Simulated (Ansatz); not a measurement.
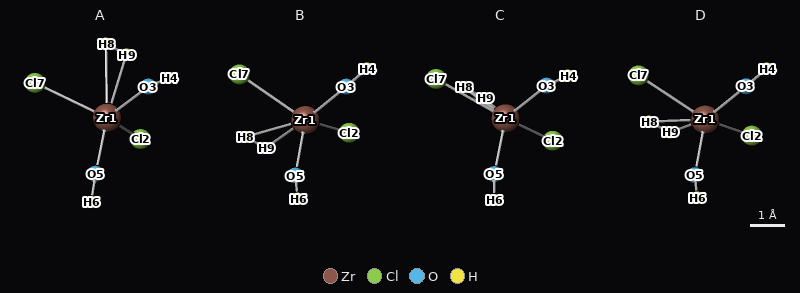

4 geometries from a converged minimum-energy path of ZrH$_{4}$O$_{2}$Cl$_{2}$, shuffled. The picture is a ball-and-stick view, seen from a free direction.

Theory: Ansatz 0.2.0, RKS LDA/def2-SVP. Settings: 7 movable images; climbing image; force threshold 0.03 eV/Å; iteration limit 60; starting path through a guess of the saddle point.

Q: Which frame is the transition state?

A: C. In order along the path, whose images run from 0 to 8: B (image 1, +0.037 eV), D (image 2, +0.117 eV), C (image 4, +0.218 eV), A (image 8, 0.000 eV). No bond forms or breaks between the ends. Among the angles between lasting bonds that change up to the highest image: O5–Zr1–H8 79.9° → 126.0°, O3–Zr1–H8 168.9° → 124.8°.
